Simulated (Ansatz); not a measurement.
GaGeH$_{4}$N

The calculation's input:

```
basis:
  gaussian: {orbitals: def2-TZVPD}
crystal:
  periodic: [false, false, false]
  atoms:
    - {symbol: Ga, position_ang: [-2.559519, 0.986273, -1.500001]}
    - {symbol: Ge, position_ang: [0.699982, 0.964362, -0.759698]}
    - {symbol: "N", position_ang: [-1.060106, 0.524097, -0.460718]}
    - {symbol: H, position_ang: [-1.196738, -0.039109, 0.380113]}
    - {symbol: H, position_ang: [1.289290, 1.803583, 0.395890]}
    - {symbol: H, position_ang: [0.712551, 1.803462, -2.054035]}
    - {symbol: H, position_ang: [1.582639, -0.288168, -0.957294]}
hamiltonian: {xc: {name: PBE0}}
output: {forces: true, orbitals: {seedname: orbitals}}
```

Command:

```sh
ansatz run input.yaml --threads 2 --pin off --max-ram 4350MiB --events-out events.jsonl --progress --plain --runs-dir runs
```

Geometry: PBE0-D3(BJ)/def2-SVP.

Theory: isolated molecule in a Gaussian basis; Kohn-Sham density functional theory, functional PBE0 (Ansatz).

> What will maps of the electron density and electron localisation function show?

Ge–N (1.84 Å): ρ at the midpoint is about 0.95 e/Å³; the ELF peaks at about 0.85 in the valence shell of N, 0.6 Å from its nucleus, and is about 0.45 at the midpoint.
Ga–N (1.88 Å): the density is about 0.8 e/Å³ at the midpoint; the ELF peaks at about 0.90 in the valence shell of N, 0.6 Å from its nucleus, and is about 0.30 at the midpoint.
N–H (1.02 Å): ρ at the midpoint is about 2.8 e/Å³; the ELF climbs to about 1 towards the hydrogen, as it does in any bond to H; a covalent bond by its length.
Ge–H (1.54 Å): the density is about 1.1 e/Å³ at the midpoint; the ELF climbs to about 1 towards the hydrogen.

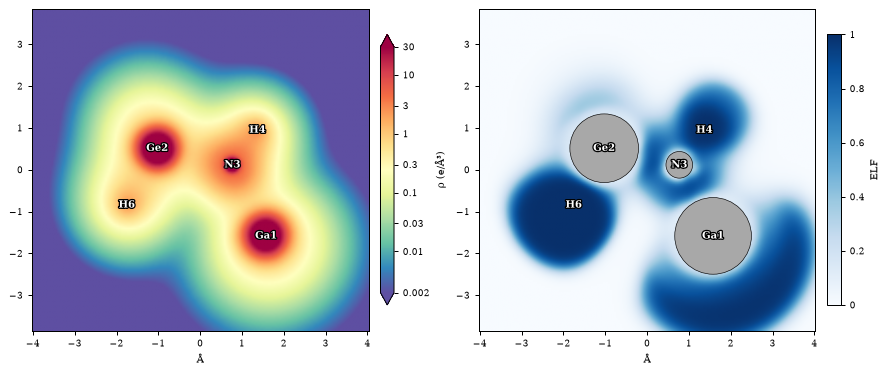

Computed electron density and electron localisation function on the plane of atoms Ga1, N3 and H4, in this order. Grey discs cover the atomic cores in the ELF map. 
